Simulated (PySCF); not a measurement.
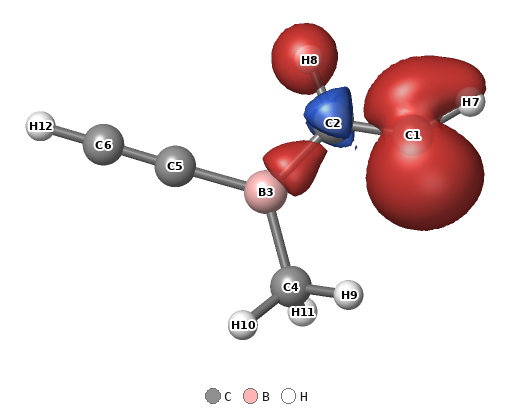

C₅H₆B (SMILES [H]/[C]=C/B(C)C#C) (doublet). Isosurfaces of the spin density at +0.03 (red) and −0.03 e/Å³ (blue), seen across its widest extent.

Geometry: GFN2-xTB.

Theory: PySCF 2.14.0, density-fitted response routines, UKS B3LYP, pcH-1 on B C H, non-relativistic, mean-field spin-orbit, GIAO.

```xyz
12

C     1.5627   -1.7756   -0.2934
C     1.3277   -0.5154   -0.0798
B    -0.0976    0.1131    0.0303
C    -1.3872   -0.7405   -0.2758
C    -0.2080    1.5692    0.4051
C    -0.2763    2.7322    0.7159
H     2.3820   -2.4491   -0.4084
H     2.1643    0.1903    0.0406
H    -1.2798   -1.7770    0.0350
H    -2.2916   -0.3335    0.1706
H    -1.5491   -0.7605   -1.3544
H    -0.3459    3.7462    0.9883
```

Which atoms carry the spin?

Answer. The unpaired spin (1 electron) lies mostly on C1 (about 0.8) and H7 (about 0.1), in electrons by Hirshfeld's partition.
